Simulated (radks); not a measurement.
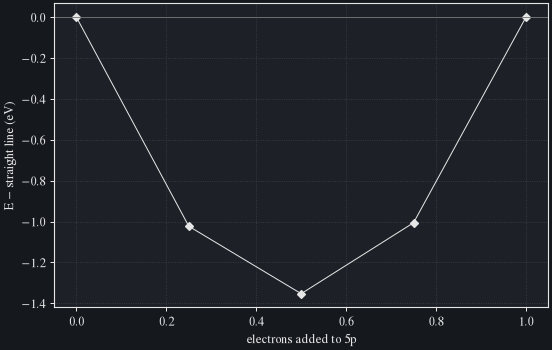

All numbers are computed, not measured: Dirac Kohn-Sham, PBE, spin-unpolarised, spherical densities, point nucleus (the in-house radial solver radks). The occupation of the 5p shell is varied from Pr²⁺ ([Kr] 4d10 4f3 5s2 5p5 6s1 (open shells shared over both j by 2j + 1)) to Pr⁺ ([Xe] 4f3 6s1 (open shells shared over both j by 2j + 1)), with spherical fractional occupations. The plot shows the total energy less the straight line between the end points.

What does the shape say about the method?

The curve is convex (below the straight line), with the largest deviation among the points computed, −1.35 eV, at 0.5. The end points differ by 32.7 eV, the energy to take the electron out. Convexity is the mark of the delocalisation error, which puts fractional charges too low; for p, d and f shells the spherical spreading of the fraction adds to it. The shell lies under occupied ones, so the straight line is a guide here rather than an exact condition.
